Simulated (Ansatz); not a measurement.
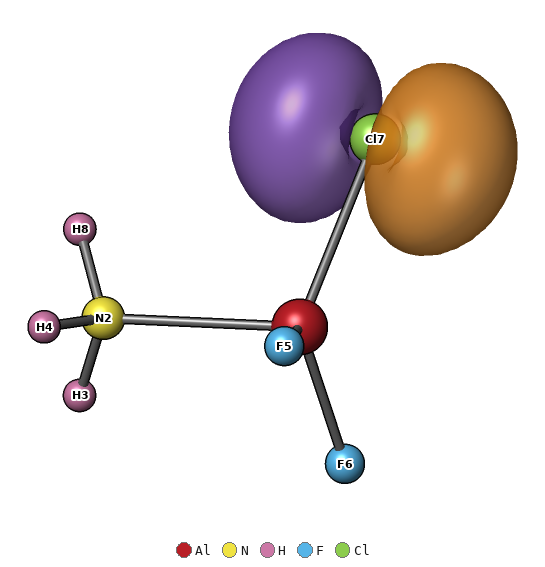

Figure. AlClF$_{2}$H$_{3}$N. The HOMO−1 at ±0.2 Å⁻³ᐟ² (orange and purple are the two phases), seen at a tilt.

Computed with RKS B3LYP/def2-SVP in Ansatz 0.2.0.

```xyz
8

Al   -0.0782    0.6208    0.1186
N    -0.0331    0.2072    2.0922
H    -0.7928   -0.4347    2.3368
H     0.8540   -0.2407    2.3397
F     1.4242    0.0295   -0.3213
F    -1.4004   -0.3034   -0.3263
Cl   -0.3266    2.7274    0.0849
H    -0.1338    1.0534    2.6595
```

Where does this orbital lie, and at what energy?

Answer. By Hirshfeld shares it lies mainly on Cl7 (about 90 %); largely a lone pair of Cl7. Its energy is −8.30 eV.
